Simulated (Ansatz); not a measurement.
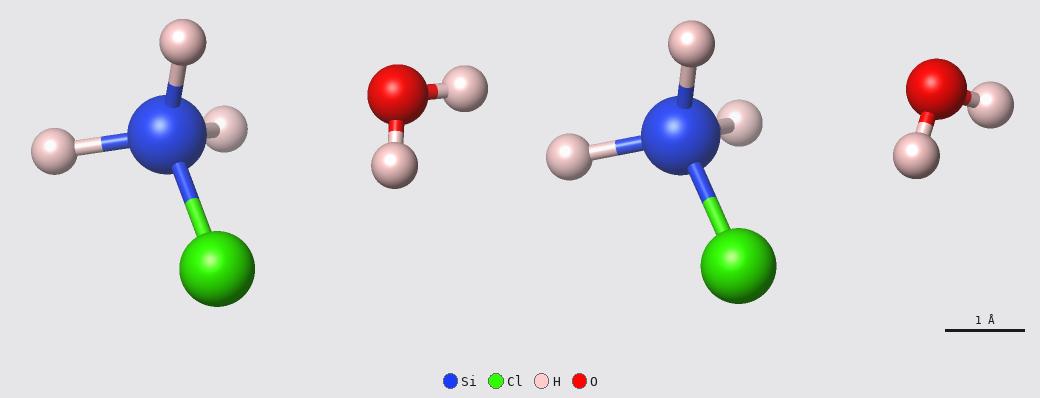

Two geometries of SiH5OCl, drawn at one scale. One is the start of a relaxation, the other its converged end. Style: ball-and-stick. Shown at a tilt.

Theory: RKS B3LYP/def2-TZVP (Ansatz 0.2.0). Settings: no spin polarisation; force threshold 0.03 eV/Å; at most 50 steps.

Which of the two is the end point?

Answer. The right one is the relaxed one. The run prepares an end point of a later path (reaction) calculation, from a guessed geometry. The atom that moves furthest after the best rigid fit is the O atom (0.26 Å). By element the largest moves are O 0.26 Å, H 0.25 Å, Si 0.08 Å, Cl 0.08 Å. Among the contacts that change: Cl–Si 2.116 → 2.083 Å. After 8 accepted moves (11 points after the start) the energy has fallen by 0.51 kcal/mol. The largest force component goes from 0.4 to 0.0033 eV/Å. The line search rejected the trial steps at points 1, 5, 7 of the run. The forces were under the threshold at step 6, but the run went on from there. Cost: 26 s on 4 threads of Arm Neoverse N1, with other jobs on the host, peak memory 0.24 GiB.

Limits of the set-up: the start holds two separate molecules, 2.6 Å apart at their closest, whose relative position is a soft coordinate and is computed without a dispersion correction.
